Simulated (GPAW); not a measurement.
Band structure of Y2Ge3 (P-6m2, 5 atoms in the cell).

```xyz
5
Lattice="4.3924 0.0000 0.0000 -2.1962 3.8040 0.0000 0.0000 0.0000 7.1073" Properties=species:S:1:pos:R:3 pbc="T T T"
Y      0.0000     0.0000     5.1878
Y      0.0000     0.0000     1.9195
Ge     0.0000     2.5360     0.0000
Ge     2.1962     1.2680     3.5536
Ge     2.1962     1.2680     0.0000
```

Method of the run: PBEsol, GPAW PAW datasets PBEsol (made by gpaw-setup) (plane waves; GPAW).

Settings: mode = pw; ecut = 600 eV; xc = PBEsol; kpts = 7 7 4; mesh shift (steps) = 0 0 0; occupations.name = fermi-dirac; occupations.width = 0.1 eV; nbands = -9; convergence.forces = 0.001 eV/Å; symmetry.symmorphic = false; symmetry.tolerance = 0.0005; maxiter = 150; bandpath_npoints = 40.

The starting cell comes from a database of computed structures (which also holds hypothetical and non-ambient phases and stackings), without a prior relaxation at this level.

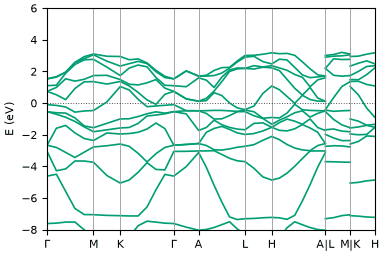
Fig. 1. Bands along the path, energies from the Fermi level.

Levels in eV from the Fermi level, bands 14 to 21:
```tsv
point	14	15	16	17	18	19	20	21
Γ	-2.66	-0.54	-0.54	-0.10	0.74	0.74	1.10	1.53
M	-2.37	-1.81	-1.56	-0.47	1.36	1.74	2.76	3.05
K	-1.95	-1.57	-1.00	1.04	1.37	1.49	1.74	2.34
A	-2.56	-1.73	-0.49	-0.49	0.12	0.12	1.60	1.71
L	-1.98	-1.69	-0.54	-0.44	-0.41	2.19	2.20	2.90
H	-1.53	-1.53	-1.34	-0.91	1.08	2.23	2.36	2.48
```

Bands cross the Fermi level along this path, so the cell is metallic at this level.
